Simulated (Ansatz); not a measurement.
# CH4BFSe (SMILES CB(F)[SeH]): MP2/6-31G(d) (spherical functions)

What is the vertical ionisation energy of CH4BFSe at MP2/6-31G* (spherical functions)? 

Program for the calculation: Ansatz 0.2.0.

96 further runs of the same task are left out: 96 set aside as unsound or not needed. Runs told in other sessions of the task aren't counted.

## 1. The molecule

CH4BFSe: 8 atoms, total charge 0, spin state singlet. As SMILES, `CB(F)[SeH]`. The shape is that of a PBE0-D4/def2-TZVP optimisation. This is one conformer, not always the lowest.

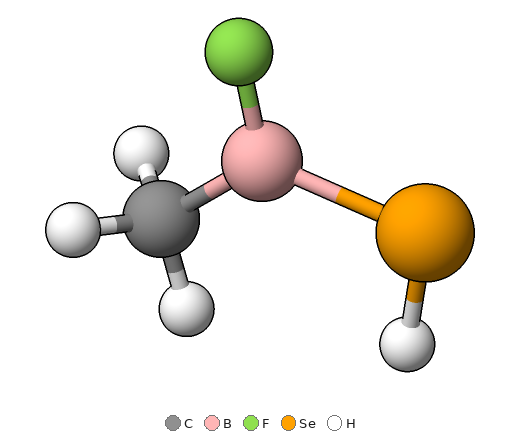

The structure, seen from a chosen angle (carbon grey, boron pink, fluorine green, selenium orange, hydrogen white).

## 2. The energy at MP2/6-31G(d) (spherical functions)

in.yaml

```yaml
basis:
  gaussian: {orbitals: 6-31G_st_-spherical.json}
crystal:
  periodic: [false, false, false]
  atoms:
    - symbol: C
      position_ang: [0.031600, 0.924800, -0.033200]
    - symbol: B
      position_ang: [0.433300, -0.535500, -0.395600]
    - symbol: F
      position_ang: [1.392300, -0.742200, -1.294100]
    - symbol: Se
      position_ang: [-0.342700, -2.163400, 0.345700]
    - symbol: H
      position_ang: [-0.308800, 1.440600, -0.937900]
    - symbol: H
      position_ang: [-0.746600, 1.005800, 0.724100]
    - symbol: H
      position_ang: [0.915800, 1.469900, 0.314200]
    - symbol: H
      position_ang: [-1.283000, -1.457200, 1.221200]
correlation: {method: mp2, frozen_orbitals: {B: 1, C: 1, F: 1, H: 0, Se: 9}}
accuracy: high
```

The basis set 6-31G* is read from a file made from the Basis Set Exchange's data (not shown).

Command:

```bash
$ ansatz run in.yaml --threads 1 --pin off --max-ram 2610MiB --events-out events.jsonl --progress --plain --runs-dir runs
```

Log:

```text
Warning: RAYON_NUM_THREADS=1 ignored (pool sized by the plan → 1); use --threads N
Functional definition: HF
  name "HF"
  exchange = exact_x
  correlation = 0
1805 factors; integrals over basis functions are off by at most 1.3e-8 eV
mean field evaluation 1: about -69766.3687 eV, gradient 2.8e1 eV
mean field evaluation 2: about -69766.4154 eV, gradient 2.8e1 eV
mean field evaluation 4: about -69768.4993 eV, gradient 3.0e0 eV
mean field evaluation 8: about -69768.5324 eV, gradient 1.8e-1 eV
mean field -69768.53261353 eV, -2563.9462827372 hartree, gradient 3.5e-8 eV, S^2 0.000000; 0 other end points of the search recorded, 0 dependent functions left out
12 core orbitals not correlated: weight in the atoms' cores, before any rotation towards them, 1.000 or more for the frozen orbitals, at most 0.000 for the correlated occupied ones
reference -69768.53261353 eV, -2563.9462827372 hartree; 17, 17 occupied and 53, 53 virtual orbitals, 1805 factors
second order -17.11527909 eV of doubles, -0.00000000 eV of singles
Total energy: -69785.64789262 eV, -2564.5752576425 hartree
```

It took 3.9 s on 1 thread of Arm Neoverse V2, shared host; peak memory 0.23 GiB.

## 3. The doublet cation

input.yaml

```yaml
crystal:
  periodic: [false, false, false]
  atoms:
    - {symbol: C, position_ang: [0.031600, 0.924800, -0.033200]}
    - {symbol: B, position_ang: [0.433300, -0.535500, -0.395600]}
    - {symbol: F, position_ang: [1.392300, -0.742200, -1.294100]}
    - {symbol: Se, position_ang: [-0.342700, -2.163400, 0.345700]}
    - {symbol: H, position_ang: [-0.308800, 1.440600, -0.937900]}
    - {symbol: H, position_ang: [-0.746600, 1.005800, 0.724100]}
    - {symbol: H, position_ang: [0.915800, 1.469900, 0.314200]}
    - {symbol: H, position_ang: [-1.283000, -1.457200, 1.221200]}
basis:
  gaussian:
    orbitals: 6-31G_st_-spherical.json
total_charge: 1
magnetization:
  spin_polarized: true
  initial_magnetization: 1
correlation:
  method: mp2
  frozen_orbitals: {B: 1, C: 1, F: 1, H: 0, Se: 9}
accuracy: high
```

The basis set 6-31G* is read from a file made from the Basis Set Exchange's data (not shown).

Command:

```bash
$ ansatz run input.yaml --threads 1 --pin off --max-ram 2610MiB --events-out events.jsonl --progress --plain --runs-dir runs
```

Log:

```text
Warning: RAYON_NUM_THREADS=1 ignored (pool sized by the plan → 1); use --threads N
Functional definition: HF
  name "HF"
  exchange = exact_x
  correlation = 0
1803 factors; integrals over basis functions are off by at most 1.3e-8 eV
mean field evaluation 1: about -69754.5808 eV, gradient 3.4e1 eV
mean field evaluation 2: about -69754.5859 eV, gradient 3.4e1 eV
mean field evaluation 4: about -69759.6686 eV, gradient 2.7e0 eV
mean field evaluation 8: about -69759.7333 eV, gradient 1.1e-3 eV
mean field -69759.73327380 eV, -2563.6229129665 hartree, gradient 2.4e-8 eV, S^2 0.760271; 0 other end points of the search recorded, 0 dependent functions left out
12 core orbitals not correlated: weight in the atoms' cores, before any rotation towards them, 1.000 or more for the frozen orbitals, at most 0.000 for the correlated occupied ones
reference -69759.73327380 eV, -2563.6229129665 hartree; 17, 16 occupied and 53, 54 virtual orbitals, 1803 factors
second order -16.42378646 eV of doubles, -0.00000000 eV of singles
Total energy: -69776.15706026 eV, -2564.2264759865 hartree
```

Run time: 5.1 s. Hardware: 1 thread of Arm Neoverse V2, shared host; peak memory 0.31 GiB.

## 4. Outcome

Level: MP2/6-31G* (spherical functions), 12 core orbitals frozen.

| quantity | value |
| --- | --- |
| singlet CH4BFSe: total energy | -2564.57526 Eh |
| singlet CH4BFSe: correlation energy (12 core orbitals frozen) | -629.0 mEh |
| doublet cation: total energy | -2564.22648 Eh |
| doublet cation: correlation energy (12 core orbitals frozen) | -603.6 mEh |
| doublet cation: ⟨S²⟩ of the reference determinant | 0.760 |
| vertical ionisation energy (to the doublet cation) | 9.491 eV |

In words: The vertical ionisation energy comes to 9.49 eV (916 kJ/mol).
